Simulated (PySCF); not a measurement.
C₅H₂BrClOS, SMILES O=C(Cl)c1cc(Br)cs1, geometry in Å:

```xyz
11

O      2.1611    -1.5904     1.6020
C      1.9121    -0.7303     0.8201
Cl     3.2109     0.2418     0.0796
C      0.5794    -0.3486     0.3627
C      0.1892     0.6178    -0.5399
C     -1.2167     0.6467    -0.6923
Br    -2.1040     1.8322    -1.8368
C     -1.8651    -0.2854     0.0863
S     -0.7728    -1.2095     1.0153
H      0.8883     1.2696    -1.0618
H     -2.9384    -0.4606     0.1475
```

Vertical TDDFT excitations, CAM-B3LYP/def2-SVPD (IEF-PCM benzene) with PySCF, at a PBE0-D3(BJ)/def2-SVP geometry (no frequency check).

> Predict the low-lying singlet excitations and the spectrum.

The lowest singlet lies at 4.35 eV (285 nm, f = 0.158); the brightest of the first 6 is S3 at 4.96 eV (250 nm), f = 0.275, mainly HOMO−1 → LUMO (97 %). No singlet lies below 3.1 eV (beyond 400 nm), so at this level no vertical transition falls in the visible.


```tsv
state	E (eV)	λ (nm)	f	main character
S1	4.35	285	0.158	HOMO → LUMO (95 %)
S2	4.79	259	0.000	HOMO−3 → LUMO (77 %)
S3	4.96	250	0.275	HOMO−1 → LUMO (97 %)
S4	5.71	217	0.000	HOMO → LUMO+1 (85 %)
S5	6.05	205	0.002	HOMO−2 → LUMO (76 %)
S6	6.11	203	0.000	HOMO−5 → LUMO (79 %)
```

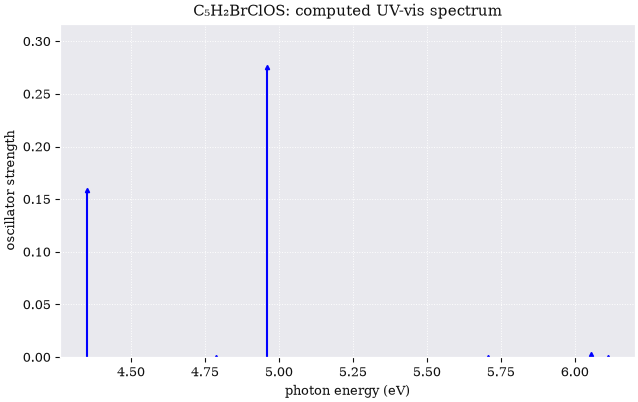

Only the first 6 singlet excitations are included.

Known limits of this run: spin-orbit coupling is left out, and with Br it can shift these levels and split any degenerate set; one conformer of a flexible molecule; core orbitals are frozen in the response.
